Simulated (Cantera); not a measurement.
Charge: 1 mol Si2Cl6, 23 mol NH3, 1.2 mol N2, held at 1.00 bar.

Cantera equilibrium calculation (NASA polynomials, part measured and part estimated; ideal gas, pure solids and liquids). Candidate condensed phases: NH4Cl, Si, Si3N4; 28 gas species. The feed counts by its element totals alone. The tables' values for SiCl3, SiCl, SiN are old estimates; treat these amounts as uncertain. Gases not in the tables: Si2H6 and higher silanes. Kinetics and transport are ignored.

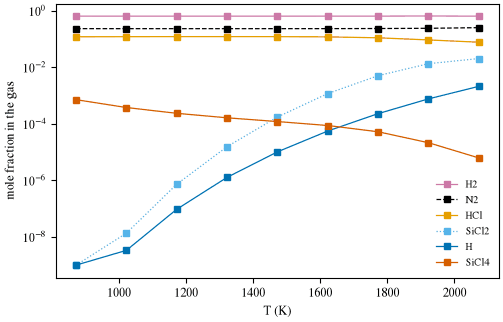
Fig. 1. Equilibrium gas composition (values under 1e-9 drawn at 1e-9)

From 873 K to 1923 K the condensed part is Si3N4(s). At 2073 K the condensed part is Si(l). The main Si-bearing gas is SiCl4 at 873 K and SiCl2 at 2073 K. The share of Si in condensed phases is highest at 1323 K (99.4 %) and lowest at 2073 K (46.7 %).
